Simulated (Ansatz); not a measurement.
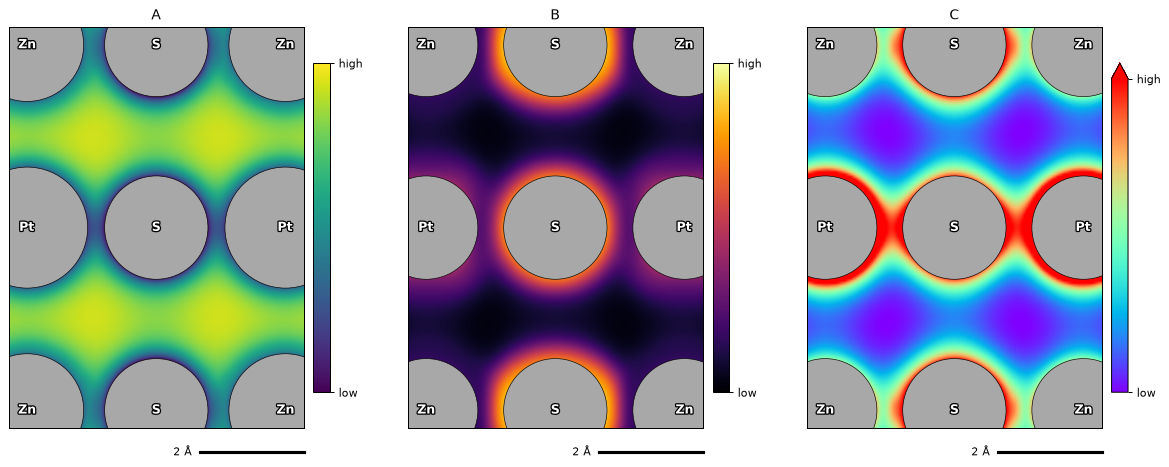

ZnPt3S4: 3 fields on the (011) plane of the conventional cell, with unlabelled colour scales. Grey discs cover the atomic cores.

Space group Pm-3m; a structure from a database of computed crystals, not necessarily the ambient phase; started from the BaSr3O4-221 prototype, which need not be the ambient phase.

Method: DFT, PBEsol, plane waves, PAW in Ansatz 0.2.0.

```xyz
8
Lattice="4.9868 0.0000 0.0000 0.0000 4.9868 0.0000 0.0000 0.0000 4.9868" Properties=species:S:1:pos:R:3 pbc="T T T"
Zn    2.4934    2.4934    2.4934
Pt    2.4934    0.0000    0.0000
Pt    0.0000    2.4934    0.0000
Pt    0.0000    0.0000    2.4934
S     0.0000    2.4934    2.4934
S     2.4934    0.0000    2.4934
S     2.4934    2.4934    0.0000
S     0.0000    0.0000    0.0000
```

**Which field does each panel show? The fields are: electron localisation function, electrostatic potential energy of an electron and valence pseudo-density.**

Panel A: electrostatic potential energy of an electron (low next to the atoms, rising into the space between them). Panel B: electron localisation function. Panel C: valence pseudo-density. From the grid: Zn–S (2.49 Å): the density is about 0.4 e/Å³ at the midpoint, with its minimum of 0.32 e/Å³ about 1.1 Å from Zn; the ELF peaks at about 0.90 in the valence shell of S, 0.9 Å from its nucleus, and is about 0.50 at the midpoint. Pt–S (2.49 Å): ρ is about 0.53 e/Å³ halfway; the ELF peaks at about 0.85 in the valence shell of S, 0.8 Å from its nucleus, and is about 0.35 at the midpoint.
